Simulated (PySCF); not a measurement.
# [Lu(N2)]3+: how settings move a single point

Which settings matter for [Lu(N2)]3+? Each run alters one on purpose. The species was built from a template and needn't be a known compound.

Computed with PySCF 2.14.0. Level: PBE, Lu lcecp-1-SVP with ECP60, N def2-SVP; scalar-relativistic core potentials, no spin–orbit coupling.

2 further runs of the same task are left out: 2 for a known fault of the program.

### Step 1. Starting geometry

3 atoms, charge 3, spin multiplicity 1.

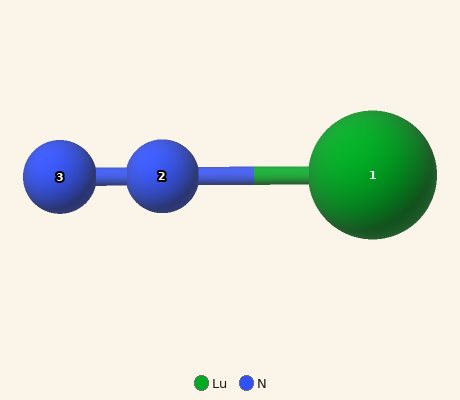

The structure; lutetium green, nitrogen blue; atoms are numbered from 1 in the order of the file.

Geometry (Å):

```tsv
atom	x (Å)	y (Å)	z (Å)
Lu1	0.00000	0.00000	-0.36350
N2	0.00000	0.00000	1.94034
N3	0.00000	0.00000	3.06477
```

Formal oxidation states: Lu +3. Each metal's 14 4f electrons lie in its core potential, so multiplicities, spins and levels count the valence alone. An earlier session relaxed this geometry at PBE, Lu lcecp-1-SVP with ECP60, N def2-SVP (singlet, point group C∞v).

The sound run used a (50, 194) grid (finer on f atoms), a threshold of 1e-8 and at most 55 cycles, and ended at -147.845747 Eh.

### Step 2. Altered run 1

File run.py (the lines that set the calculation):

```python
mol = gto.M(atom='''
Lu     0.00000     0.00000    -0.34169
N      0.00000     0.00000     1.82392
N      0.00000     0.00000     2.88089''',
    basis={'Lu': 'lcecp-1-SVP', 'N': 'def2-SVP'},
    ecp={'Lu': 'lcecp-1-SVP'},
    charge=3, spin=0)
mf = dft.RKS(mol, xc='PBE')
mf.grids.atom_grid = (50, 194)  # f atoms: unpruned, at least (60, 302)
mf = mf.density_fit()  # fitting sets: Lu AutoAux, N def2-universal-JKFIT
mf.conv_tol = 1e-08; mf.max_cycle = 55
mf.kernel(dm0)  # dm0: free metal ions and neutral atoms
```

Command:

```sh
$ OMP_NUM_THREADS=2 python run.py
```

What it wrote:

```text
init E= -138.534533749131
  HOMO = -1.7166765413443  LUMO = -1.46894646093391  gap/eV = 6.74108
cycle= 1 E= -147.02517763637  delta_E= -8.49  |g|= 1.68  |ddm|= 3.37
cycle= 2 E= -132.777484440773  delta_E= 14.2  |g|= 4.51  |ddm|=  5.5
  HOMO = -1.13528713911949  LUMO = -0.814564157959764  gap/eV = 8.72732
cycle= 3 E= -147.322994149905  delta_E= -14.5  |g|= 1.51  |ddm|= 4.97
  HOMO = -0.945570787482801  LUMO = -0.795918898889891  gap/eV = 4.07224
cycle= 4 E= -147.540155805805  delta_E= -0.217  |g|= 1.17  |ddm|=  1.8
  HOMO = -1.03078843278568  LUMO = -0.840438382391962  gap/eV = 5.17969
cycle= 5 E= -147.822186534267  delta_E= -0.282  |g|= 0.154  |ddm|= 0.976
  HOMO = -0.999692725516876  LUMO = -0.838275079150726  gap/eV = 4.39240
cycle= 6 E= -147.827952042822  delta_E= -0.00577  |g|= 0.0246  |ddm|= 0.148
  HOMO = -0.998004995144685  LUMO = -0.837851419036605  gap/eV = 4.35800
cycle= 7 E= -147.828055396813  delta_E= -0.000103  |g|= 0.00762  |ddm|= 0.0298
  HOMO = -0.998029539475928  LUMO = -0.83838398657757  gap/eV = 4.34418
cycle= 8 E= -147.82806786417  delta_E= -1.25e-05  |g|= 0.00135  |ddm|= 0.00712
  HOMO = -0.997997772918122  LUMO = -0.838379876648157  gap/eV = 4.34342
cycle= 9 E= -147.828068218318  delta_E= -3.54e-07  |g|= 0.000163  |ddm|= 0.000872
  HOMO = -0.99799128193661  LUMO = -0.838365513431159  gap/eV = 4.34364
cycle= 10 E= -147.828068223992  delta_E= -5.67e-09  |g|= 3.75e-05  |ddm|= 0.000179
  HOMO = -0.998008885114592  LUMO = -0.838362387805482  gap/eV = 4.34420
Extra cycle  E= -147.828068223768  delta_E= 2.23e-10  |g|= 4.92e-05  |ddm|= 0.000102
converged SCF energy = -147.828068223768
```

Run time: 3.8 s. Hardware: 2 threads of AMD EPYC (Zen 3), shared host.

Changed: the scale of all coordinates (0.94). It converges in 10 cycles, +0.481 eV from the sound run, with a largest force component of 11.85 eV/Å. The setting is unsound, so these numbers aren't the compound's.

### Step 3. Altered run 2

File run.py (the lines that set the calculation):

```python
mol = gto.M(atom='''
Lu     0.00000     0.00000    -0.36350
N      0.00000     0.00000     1.94034
N      0.00000     0.00000     3.06477''',
    basis={'Lu': 'lcecp-1-SVP', 'N': 'def2-SVP'},
    ecp={'Lu': 'lcecp-1-SVP'},
    charge=3, spin=0)
mf = dft.RKS(mol, xc='PBE')
mf.grids.atom_grid = (10, 14)  # f atoms: unpruned
mf = mf.density_fit()  # fitting sets: Lu AutoAux, N def2-universal-JKFIT
mf.conv_tol = 1e-08; mf.max_cycle = 55
mf.kernel(dm0)  # dm0: free metal ions and neutral atoms
```

Command:

```sh
$ OMP_NUM_THREADS=2 python run.py
```

What it wrote:

```text
init E= -138.713320073667
  HOMO = -1.70840004443174  LUMO = -1.44323059512652  gap/eV = 7.21563
cycle= 1 E= -147.401449152954  delta_E= -8.69  |g|= 1.66  |ddm|= 3.39
cycle= 2 E= -133.535078650795  delta_E= 13.9  |g|= 4.39  |ddm|= 5.53
  HOMO = -1.16099431846701  LUMO = -0.787942516692137  gap/eV = 10.15126
cycle= 3 E= -147.378687185651  delta_E= -13.8  |g|= 1.83  |ddm|=    5
  HOMO = -0.937950445519016  LUMO = -0.76473334618583  gap/eV = 4.71348
cycle= 4 E= -147.857794076996  delta_E= -0.479  |g|= 1.16  |ddm|= 1.82
  HOMO = -0.996219864682631  LUMO = -0.833161912596899  gap/eV = 4.43703
cycle= 5 E= -148.140237661451  delta_E= -0.282  |g|= 0.134  |ddm|= 0.914
  HOMO = -0.965831357978324  LUMO = -0.836277237699365  gap/eV = 3.52535
cycle= 6 E= -148.144753398722  delta_E= -0.00452  |g|= 0.0219  |ddm|= 0.136
  HOMO = -0.965733955345646  LUMO = -0.834856560114753  gap/eV = 3.56136
cycle= 7 E= -148.144844160522  delta_E= -9.08e-05  |g|= 0.00803  |ddm|= 0.031
  HOMO = -0.965938656104665  LUMO = -0.835209289227346  gap/eV = 3.55733
cycle= 8 E= -148.144857578378  delta_E= -1.34e-05  |g|= 0.00164  |ddm|= 0.00637
  HOMO = -0.965943910527345  LUMO = -0.8351701636069  gap/eV = 3.55853
cycle= 9 E= -148.144858096242  delta_E= -5.18e-07  |g|= 0.000265  |ddm|= 0.000925
  HOMO = -0.965935000585919  LUMO = -0.835147863425806  gap/eV = 3.55890
cycle= 10 E= -148.144858110732  delta_E= -1.45e-08  |g|= 3.97e-05  |ddm|= 0.000236
  HOMO = -0.965944055659623  LUMO = -0.835142153658964  gap/eV = 3.55930
cycle= 11 E= -148.14485811123  delta_E= -4.98e-10  |g|= 4.2e-06  |ddm|= 5.53e-05
  HOMO = -0.965941533857425  LUMO = -0.835142935569572  gap/eV = 3.55921
Extra cycle  E= -148.144858111193  delta_E= 3.74e-11  |g|= 1.4e-05  |ddm|= 1.46e-05
converged SCF energy = -148.144858111193
```

It took 2.4 s on 2 threads of AMD EPYC (Zen 3), shared host.

Changed: the integration grid, to (10, 14). It converges in 11 cycles, -8.139 eV from the sound run, with a largest force component of 23.28 eV/Å. The setting is unsound, so these numbers aren't the compound's.

### Step 4. Altered run 3

Edit run.py (the lines that set the calculation) of step 3 so:

```diff
@@ -8,3 +8,3 @@
 mf = dft.RKS(mol, xc='PBE')
-mf.grids.atom_grid = (10, 14)  # f atoms: unpruned
+mf.grids.atom_grid = (99, 590)  # f atoms: unpruned, at least (60, 302)
 mf = mf.density_fit()  # fitting sets: Lu AutoAux, N def2-universal-JKFIT
```

Command:

```sh
$ OMP_NUM_THREADS=2 python run.py
```

What it wrote:

```text
init E= -138.496924565153
  HOMO = -1.6902147838754  LUMO = -1.45235591370273  gap/eV = 6.47247
cycle= 1 E= -147.069952276036  delta_E= -8.57  |g|= 1.65  |ddm|= 3.29
cycle= 2 E= -132.238202502547  delta_E= 14.8  |g|= 4.39  |ddm|= 5.53
  HOMO = -1.11029337150985  LUMO = -0.813326420852394  gap/eV = 8.08088
cycle= 3 E= -147.137236677924  delta_E= -14.9  |g|= 1.77  |ddm|= 5.03
  HOMO = -0.933470218644652  LUMO = -0.778216559059381  gap/eV = 4.22467
cycle= 4 E= -147.491461782094  delta_E= -0.354  |g|= 1.27  |ddm|= 1.94
  HOMO = -1.01692559406657  LUMO = -0.83362407030169  gap/eV = 4.98789
cycle= 5 E= -147.837650355072  delta_E= -0.346  |g|= 0.179  |ddm|= 1.05
  HOMO = -0.983739093940564  LUMO = -0.835676709568197  gap/eV = 4.02898
cycle= 6 E= -147.845455390041  delta_E= -0.00781  |g|= 0.0385  |ddm|= 0.177
  HOMO = -0.98299713207467  LUMO = -0.83395055400126  gap/eV = 4.05576
cycle= 7 E= -147.845722941521  delta_E= -0.000268  |g|= 0.0128  |ddm|= 0.0361
  HOMO = -0.983289962633028  LUMO = -0.8344486610238  gap/eV = 4.05018
cycle= 8 E= -147.845755323431  delta_E= -3.24e-05  |g|= 0.00321  |ddm|= 0.00824
  HOMO = -0.983330554498584  LUMO = -0.834401784307047  gap/eV = 4.05256
cycle= 9 E= -147.845757345027  delta_E= -2.02e-06  |g|= 0.000449  |ddm|= 0.00176
  HOMO = -0.983324410488702  LUMO = -0.834370328008494  gap/eV = 4.05325
cycle= 10 E= -147.845757388877  delta_E= -4.38e-08  |g|= 5.67e-05  |ddm|= 0.000424
  HOMO = -0.983339455280491  LUMO = -0.834367468191231  gap/eV = 4.05373
cycle= 11 E= -147.845757389952  delta_E= -1.08e-09  |g|= 8.24e-06  |ddm|= 8.85e-05
  HOMO = -0.98333472797535  LUMO = -0.834368812899771  gap/eV = 4.05357
Extra cycle  E= -147.845757389814  delta_E= 1.38e-10  |g|= 2.63e-05  |ddm|= 3.06e-05
converged SCF energy = -147.845757389814
```

It took 7.2 s on 2 threads of AMD EPYC (Zen 3), shared host.

Changed: the integration grid, to (99, 590). It converges in 11 cycles, at the sound run's energy within 0.001 eV, with a largest force component of 0.01 eV/Å. The result survives the change.

### Step 5. Altered run 4

File run.py (the lines that set the calculation):

```python
mol = gto.M(atom='''
Lu     0.00000     0.00000    -0.36350
N      0.00000     0.00000     1.94034
N      0.00000     0.00000     3.06477''',
    basis={'Lu': 'lcecp-1-SVP', 'N': 'def2-SVP'},
    ecp={'Lu': 'lcecp-1-SVP'},
    charge=3, spin=0)
mf = dft.RKS(mol, xc='PBE')
mf.grids.atom_grid = (50, 194)  # f atoms: unpruned, at least (60, 302)
mf = mf.density_fit()  # fitting sets: Lu AutoAux, N def2-universal-JKFIT
mf.conv_tol = 1e-08; mf.max_cycle = 55
mf.kernel(dm0)  # dm0: smeared density
```

Command:

```sh
$ OMP_NUM_THREADS=2 python run.py
```

What it wrote:

```text
init E= -147.809755758024
  HOMO = -1.01656363634231  LUMO = -0.821520755672003  gap/eV = 5.30739
cycle= 1 E= -147.841431323605  delta_E= -0.0317  |g|= 0.107  |ddm|= 0.149
  HOMO = -0.942712595043343  LUMO = -0.846391709406659  gap/eV = 2.62102
cycle= 2 E= -147.822734660579  delta_E= 0.0187  |g|= 0.294  |ddm|= 0.463
  HOMO = -0.977038523357447  LUMO = -0.83693908965667  gap/eV = 3.81230
cycle= 3 E= -147.844318254866  delta_E= -0.0216  |g|= 0.0808  |ddm|= 0.274
  HOMO = -0.983079476141715  LUMO = -0.8347387084948  gap/eV = 4.03656
cycle= 4 E= -147.84573785198  delta_E= -0.00142  |g|= 0.00653  |ddm|= 0.0664
  HOMO = -0.9834188528965  LUMO = -0.834344564090063  gap/eV = 4.05652
cycle= 5 E= -147.84574643845  delta_E= -8.59e-06  |g|= 0.000692  |ddm|= 0.007
  HOMO = -0.983338751823405  LUMO = -0.834354617299975  gap/eV = 4.05406
cycle= 6 E= -147.845746540171  delta_E= -1.02e-07  |g|= 0.000165  |ddm|= 0.00104
  HOMO = -0.983338541276483  LUMO = -0.834368235967227  gap/eV = 4.05369
cycle= 7 E= -147.845746546656  delta_E= -6.48e-09  |g|= 1.96e-05  |ddm|= 0.000192
  HOMO = -0.983334729010313  LUMO = -0.834368722793225  gap/eV = 4.05357
Extra cycle  E= -147.845746545827  delta_E= 8.29e-10  |g|= 6.73e-05  |ddm|= 5.16e-05
converged SCF energy = -147.845746545827
```

Run time: 3.3 s. Hardware: 2 threads of AMD EPYC (Zen 3), shared host.

Changed: the starting guess (smeared density). It converges in 7 cycles, at the sound run's energy within 0.001 eV, with a largest force component of 0.01 eV/Å. The result survives the change.

### Step 6. Altered run 5

Edit run.py (the lines that set the calculation) of step 5 so:

```diff
@@ -10,3 +10,3 @@
 mf = mf.density_fit()  # fitting sets: Lu AutoAux, N def2-universal-JKFIT
-mf.conv_tol = 1e-08; mf.max_cycle = 55
-mf.kernel(dm0)  # dm0: smeared density
+mf.conv_tol = 1e-08; mf.max_cycle = 96
+mf.kernel(dm0)  # dm0: core Hamiltonian
```

Command:

```sh
$ OMP_NUM_THREADS=2 python run.py
```

What it wrote:

```text
init E= -109.261469736513
  HOMO = -2.62523790115727  LUMO = -2.10526591013044  gap/eV = 14.14916
cycle= 1 E= -113.451486836318  delta_E= -4.19  |g|= 4.59  |ddm|= 14.4
  HOMO = -2.56140832831669  LUMO = -2.36380896609558  gap/eV = 5.37695
cycle= 2 E= -94.0465117063548  delta_E= 19.4  |g|= 6.79  |ddm|= 16.2
  HOMO = -1.34705514162745  LUMO = -1.0208404441797  gap/eV = 8.87675
cycle= 3 E= -118.554593878989  delta_E= -24.5  |g|= 6.26  |ddm|= 14.3
  HOMO = -1.20186889123817  LUMO = -1.10770320162304  gap/eV = 2.56238
cycle= 4 E= -121.900567285344  delta_E= -3.35  |g|= 7.59  |ddm|= 2.34
  HOMO = -1.20110903965597  LUMO = -1.10785879449371  gap/eV = 2.53747
cycle= 5 E= -121.939458632259  delta_E= -0.0389  |g|=  7.6  |ddm|= 0.0254
  HOMO = -1.19120288502105  LUMO = -1.15870654244083  gap/eV = 0.88427
cycle= 6 E= -126.731892053196  delta_E= -4.79  |g|= 7.83  |ddm|= 4.23
cycle= 7 E= -133.503919693548  delta_E= -6.77  |g|= 4.24  |ddm|= 7.17
  HOMO = -1.4612517845651  LUMO = -1.19282693417248  gap/eV = 7.30421
cycle= 8 E= -147.382364700399  delta_E= -13.9  |g|= 1.25  |ddm|= 3.93
  HOMO = -1.21899727195014  LUMO = -0.937105601457129  gap/eV = 7.67066
cycle= 9 E= -147.66995714511  delta_E= -0.288  |g|= 0.742  |ddm|= 0.915
  HOMO = -1.18698621254784  LUMO = -0.910213921445901  gap/eV = 7.53136
cycle= 10 E= -147.716413857465  delta_E= -0.0465  |g|= 0.631  |ddm|= 0.57
  HOMO = -1.03134975168035  LUMO = -0.81031221159978  gap/eV = 6.01474
cycle= 11 E= -147.78885834966  delta_E= -0.0724  |g|= 0.51  |ddm|= 0.655
  HOMO = -0.974589011337967  LUMO = -0.839699998952426  gap/eV = 3.67052
cycle= 12 E= -147.826332314392  delta_E= -0.0375  |g|= 0.307  |ddm|= 0.629
  HOMO = -0.983491400938481  LUMO = -0.834529046345465  gap/eV = 4.05347
cycle= 13 E= -147.845713884811  delta_E= -0.0194  |g|= 0.0119  |ddm|= 0.212
  HOMO = -0.983798478739873  LUMO = -0.834104733757373  gap/eV = 4.07337
cycle= 14 E= -147.84574351328  delta_E= -2.96e-05  |g|= 0.00303  |ddm|= 0.0162
  HOMO = -0.983234353345781  LUMO = -0.834366413982026  gap/eV = 4.05090
cycle= 15 E= -147.845746501213  delta_E= -2.99e-06  |g|= 0.00037  |ddm|= 0.00428
  HOMO = -0.983333574443991  LUMO = -0.834380300817004  gap/eV = 4.05323
cycle= 16 E= -147.845746545823  delta_E= -4.46e-08  |g|= 5.02e-05  |ddm|= 0.000518
  HOMO = -0.983338153118712  LUMO = -0.834367772957448  gap/eV = 4.05369
cycle= 17 E= -147.845746546738  delta_E= -9.14e-10  |g|= 2.49e-06  |ddm|= 9.59e-05
  HOMO = -0.983337302897059  LUMO = -0.834368464392927  gap/eV = 4.05365
Extra cycle  E= -147.845746546734  delta_E= 3.87e-12  |g|= 5.08e-06  |ddm|= 8.42e-06
converged SCF energy = -147.845746546734
```

Wall time 4.9 s (2 threads of AMD EPYC (Zen 3), shared host).

Changed: the starting guess (bare core Hamiltonian); the cycle limit is 96. It converges in 17 cycles, at the sound run's energy within 0.001 eV, with a largest force component of 0.01 eV/Å. The result survives the change.

### Step 7. Results

| run | changed | ending | energy change (eV) | cycles | time | usable |
| --- | --- | --- | --- | --- | --- | --- |
| 1 | the scale of all coordinates | converged | +0.481 | 10 | 3.8 s | no |
| 2 | the integration grid | converged | -8.139 | 11 | 2.4 s | no |
| 3 | the integration grid | converged | 0.000 | 11 | 7.2 s | yes |
| 4 | the starting guess | converged | 0.000 | 7 | 3.3 s | yes |
| 5 | the starting guess | converged | 0.000 | 17 | 4.9 s | yes |

3 of 5 altered runs give a usable result. 2 ended normally with numbers unfit to quote.
